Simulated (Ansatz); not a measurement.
# C$_{2}$H$_{7}$FOSi: phonon calculation

The run: phonon calculation of C$_{2}$H$_{7}$FOSi. Method and program: RKS revPBE-D4/def2-SVP (Ansatz 0.2.0).

It belongs to a series of runs on one base structure; here: vibrations at the highest image of the band. Figures and captions count atoms from 1; the log counts them from 0 in places.

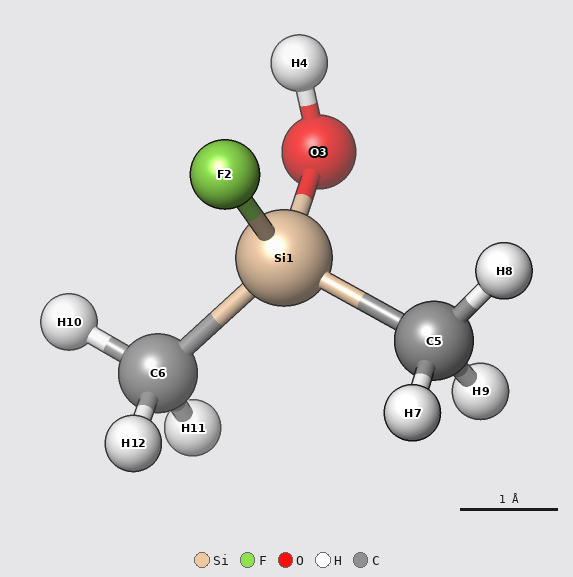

The input geometry (ball-and-stick view, seen at a tilt; atoms are numbered from 1 in the order of the input). Bond lengths as drawn: C–H 1.11 Å, C–Si 1.87 Å, F–Si 1.66 Å, H–O 0.97 Å and O–Si 1.68 Å.

**Key numbers**

| quantity | value |
| --- | --- |
| outcome | converged |
| total energy | −14822.2674 eV |
| mean-field energy | −14821.5594 eV |
| largest force (length of the vector) | 0.013 eV/Å |
| hardware | 2 threads of Arm Neoverse V2, 24 GiB of memory available, shared host |
| wall time | 77 s (CPU time 2.5 min) |
| peak memory | 0.15 GiB |

**Input file**
```yaml
crystal:
  periodic: [false, false, false]
  atoms:
    - { symbol: Si, position_ang: [0.134383, -0.325633, -0.325959] }
    - { symbol: F, position_ang: [1.308059, -0.419954, -1.489686] }
    - { symbol: O, position_ang: [-0.733917, -1.765067, -0.390011] }
    - { symbol: H, position_ang: [-0.433622, -2.391497, -1.070017] }
    - { symbol: C, position_ang: [0.965866, -0.15094, 1.342411] }
    - { symbol: C, position_ang: [-0.98362, 1.121425, -0.728116] }
    - { symbol: H, position_ang: [1.523354, 0.805658, 1.411825] }
    - { symbol: H, position_ang: [1.676851, -0.982668, 1.522069] }
    - { symbol: H, position_ang: [0.210315, -0.166988, 2.155043] }
    - { symbol: H, position_ang: [-1.430492, 1.011195, -1.73695] }
    - { symbol: H, position_ang: [-1.813088, 1.185584, 0.006344] }
    - { symbol: H, position_ang: [-0.424186, 2.078885, -0.696952] }
basis:
  gaussian: { orbitals: def2-SVP }
hamiltonian:
  xc: revpbe
  dispersion: d4
phonons: {}
```

Run as:
```bash
ansatz run input.yaml --threads 2 --pin off --max-ram 3072MiB --backend cpu --events-out ev --progress --plain --runs-dir out
```

**Output**
```
Engine: ansatz 0.2.0, aarch64-unknown-linux-gnu
Functional definition: revPBE
  parameter kappa = 1.245
  parameter beta = 0.06672455060314922
  exchange = pbe_x(kappa = kappa, mu = beta*pi^2/3)
  correlation = pbe_c(beta = beta)
1209 factors; their error is unknown
mean field evaluation 1: about -14806.0651 eV, gradient 8.6e1 eV
mean field evaluation 2: about -14783.6714 eV, gradient 1.3e2 eV
mean field evaluation 4: about -14821.5334 eV, gradient 6.9e0 eV
mean field evaluation 8: about -14821.6249 eV, gradient 1.2e-1 eV
mean field evaluation 16: about -14821.5593 eV, gradient 2.5e-4 eV
mean field -14821.55934216 eV, -544.6822594105 hartree, gradient 8.7e-6 eV, S^2 0.000000; 0 other end points of the search recorded, 0 dependent functions left out
the calculation of the forces begins
reference -14821.55938618 eV, -544.6822610284 hartree; 25, 25 occupied and 84, 84 virtual orbitals, 1209 factors
these checks for a lower state are left out or cut short: stability, starts, cluster_reference, orbital_swaps, neighbouring_geometries, increment
1209 factors; their error is unknown
mean field -14821.55920488 eV, -544.6822543658 hartree, gradient 2.3e-6 eV, S^2 0.000000; 0 other end points of the search recorded, 0 dependent functions left out
[... from here on the field's lines of each further geometry are left out, up to the last ...]
the calculation of the forces begins
reference -14821.55935767 eV, -544.6822599806 hartree; 25, 25 occupied and 84, 84 virtual orbitals, 1209 factors
these checks for a lower state are left out or cut short: stability, starts, cluster_reference, orbital_swaps, neighbouring_geometries, increment
1209 factors; their error is unknown
mean field evaluation 448: about -14821.5593 eV, gradient 5.6e-6 eV
mean field -14821.55934692 eV, -544.6822595854 hartree, gradient 1.0e-6 eV, S^2 0.000000; 0 other end points of the search recorded, 0 dependent functions left out
the calculation of the forces begins
reference -14821.55939094 eV, -544.6822612033 hartree; 25, 25 occupied and 84, 84 virtual orbitals, 1209 factors
WARN: phonons: modes at or below zero, which the zero-point energy, F, S and C_V leave out: 1, the lowest at -222.27 cm⁻¹. A minimum has none, and a first-order saddle one
Total energy: -14822.26742103 eV, -544.7082808292 hartree
Atom 0 at     0.134383    -0.325633    -0.325959 Å, force    -0.006281     0.001173     0.011852 eV/Å
Atom 1 at     1.308059    -0.419954    -1.489686 Å, force    -0.000819     0.004187     0.000575 eV/Å
Atom 2 at    -0.733917    -1.765067    -0.390011 Å, force     0.002945    -0.001900    -0.000717 eV/Å
Atom 3 at    -0.433622    -2.391497    -1.070017 Å, force    -0.004198    -0.001625     0.000106 eV/Å
Atom 4 at     0.965866    -0.150940     1.342411 Å, force     0.001202    -0.000802    -0.003979 eV/Å
Atom 5 at    -0.983620     1.121425    -0.728116 Å, force    -0.001507    -0.002992    -0.004436 eV/Å
Atom 6 at     1.523354     0.805658     1.411825 Å, force     0.002349    -0.000204     0.001642 eV/Å
Atom 7 at     1.676851    -0.982668     1.522069 Å, force     0.001381     0.000927     0.001707 eV/Å
Atom 8 at     0.210315    -0.166988     2.155043 Å, force     0.000319    -0.000199    -0.004024 eV/Å
Atom 9 at    -1.430492     1.011195    -1.736950 Å, force     0.001558     0.004074    -0.001171 eV/Å
Atom 10 at    -1.813088     1.185584     0.006344 Å, force     0.002475    -0.003707    -0.001541 eV/Å
Atom 11 at    -0.424186     2.078885    -0.696952 Å, force     0.000574     0.001068    -0.000015 eV/Å
Dipole moment:    -0.055237     0.042202     0.073787 e Å
Vibrations: -222.27 130.08 146.59 191.34 207.01 238.28 290.15 299.90 617.36 669.09 717.89 729.73 761.50 792.25 800.02 905.07 910.44 1230.52 1233.05 1379.82 1383.41 1391.35 1393.05 2976.58 2978.52 3073.26 3075.59 3080.82 3081.05 3778.99 cm⁻¹, zero-point energy 2.384386 eV
```

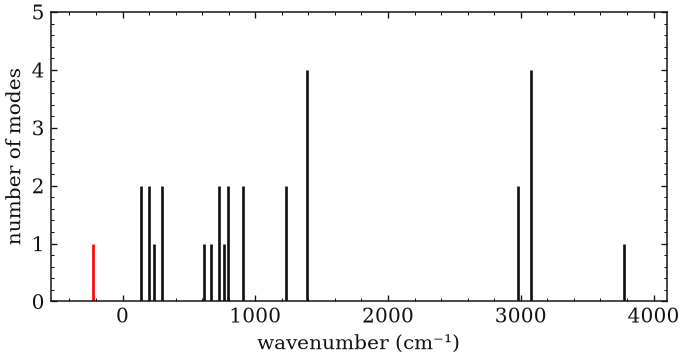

Harmonic vibrational wavenumbers from the force constants; neighbouring modes closer than 18 cm⁻¹ are counted in one stick, and imaginary ones are drawn at negative wavenumbers. 30 modes from 222i to 3779 cm⁻¹, 1 imaginary beyond 8i (222i cm⁻¹): a first-order saddle point, if the geometry is stationary.
